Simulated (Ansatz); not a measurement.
# [HF2]− (SMILES F[H-]F): CAM-B3LYP/STO-3G

Aim: the vertical ionisation energy of [HF2]− at CAM-B3LYP/STO-3G, from 2 runs. 

The results are computed with Ansatz 0.2.0.

1 further run of the same task is left out (set aside as unsound or not needed).

### 1 The structure to begin with

The species is [HF2]− (3 atoms), meant as a singlet with charge -1. As SMILES, `F[H-]F`. The coordinates come from a PBE0-D4/def2-TZVPD relaxation.

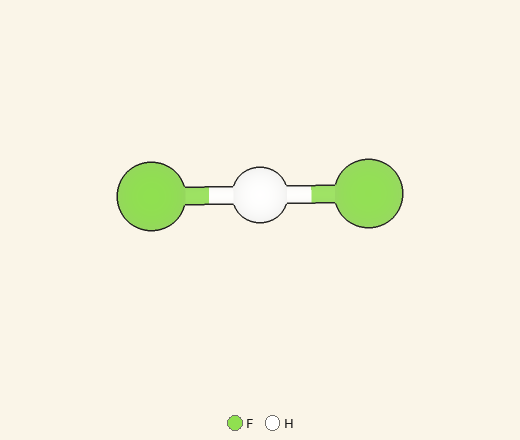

Viewed from a chosen angle; fluorine green, hydrogen white.

### 2 A single-point energy at CAM-B3LYP/STO-3G

File in.yaml:

```yaml
crystal:
  periodic: [false, false, false]
  atoms:
    - {symbol: F, position_ang: [-0.973200, 0.344400, -0.491000]}
    - {symbol: H, position_ang: [-0.000000, 0.000000, -0.000000]}
    - {symbol: F, position_ang: [0.973200, -0.344400, 0.491000]}
basis:
  gaussian:
    orbitals: STO-3G
total_charge: -1
hamiltonian:
  xc: {name: CAM-B3LYP}
accuracy: high
```

On the command line:

```console
ansatz run in.yaml --threads 1 --pin off --max-ram 2610MiB --events-out events.jsonl --progress --plain --runs-dir runs
```

Log:

```text
Warning: RAYON_NUM_THREADS=1 ignored (pool sized by the plan → 1); use --threads N
Functional definition: CAM-B3LYP
  name "CAM-B3LYP"
  parameter alpha = 0.19
  parameter beta = 0.46
  parameter omega = 0.33/bohr
  parameter ac = 0.81
  exchange = (1 - alpha - beta)*b88_x + beta*b88_x_sr(omega) + alpha*exact_x + beta*exact_x_lr(omega)
  correlation = (1 - ac)*vwn5_c + ac*lyp_c
160 factors; integrals over basis functions are off by at most 3.7e-8 eV
89 factors; integrals over basis functions are off by at most 3.9e-10 eV
mean field evaluation 1: about -5360.9009 eV, gradient 8.4e0 eV
mean field evaluation 2: about -5361.2010 eV, gradient 9.5e-1 eV
mean field evaluation 4: about -5361.2076 eV, gradient 1.5e-1 eV
mean field evaluation 8: about -5361.2077 eV, gradient 3.1e-6 eV
mean field -5361.20771797 eV, -197.0207496783 hartree, gradient 1.1e-8 eV, S^2 0.000000; 0 other end points of the search recorded, 0 dependent functions left out
reference -5361.20772525 eV, -197.0207499458 hartree; 10, 10 occupied and 1, 1 virtual orbitals, 160 factors
Total energy: -5361.20772525 eV, -197.0207499458 hartree
```

It took 0.54 s on 1 thread of Arm Neoverse V1, shared host.

### 3 Doublet neutral HF2, same level

in.yaml: that of step 2 with these lines changed.

```diff
@@ -9,3 +9,6 @@
     orbitals: STO-3G
-total_charge: -1
+total_charge: 0
+magnetization:
+  spin_polarized: true
+  initial_magnetization: 1
 hamiltonian:
```

On the command line:

```console
ansatz run in.yaml --threads 1 --pin off --max-ram 2610MiB --events-out events.jsonl --progress --plain --runs-dir runs
```

Log:

```text
Warning: RAYON_NUM_THREADS=1 ignored (pool sized by the plan → 1); use --threads N
[... 8 set-up lines as earlier in the session ...]
160 factors; integrals over basis functions are off by at most 3.7e-8 eV
89 factors; integrals over basis functions are off by at most 3.9e-10 eV
mean field evaluation 1: about -5364.0223 eV, gradient 5.2e0 eV
mean field evaluation 2: about -5364.2613 eV, gradient 5.7e-1 eV
mean field evaluation 4: about -5364.2622 eV, gradient 1.0e-1 eV
mean field evaluation 8: about -5364.2623 eV, gradient 6.1e-4 eV
mean field evaluation 16: about -5364.6011 eV, gradient 1.2e-1 eV
mean field evaluation 32: about -5364.2983 eV, gradient 3.9e-1 eV
mean field -5364.60256939 eV, -197.1455081668 hartree, gradient 1.3e-8 eV, S^2 0.766274; 4 other end points of the search recorded, 0 dependent functions left out
reference -5364.60257671 eV, -197.1455084358 hartree; 10, 9 occupied and 1, 2 virtual orbitals, 160 factors
Total energy: -5364.60257671 eV, -197.1455084358 hartree
```

Run time: 2 s. Hardware: 1 thread of Arm Neoverse V1, shared host; peak memory 0.099 GiB.

### 4 Results

At CAM-B3LYP/STO-3G:

| quantity | value |
| --- | --- |
| singlet [HF2]−: total energy | -197.02075 Eh |
| doublet neutral HF2: total energy | -197.14551 Eh |
| doublet neutral HF2: ⟨S²⟩ | 0.766 |
| vertical detachment energy (to the doublet neutral) | -3.395 eV |

The species is unbound against losing an electron at this level, by 3.39 eV (−78 kcal/mol); missing correlation or diffuse functions can give that sign where the real anion is bound. In a minimal basis such a difference can be off by several eV, whatever the method.
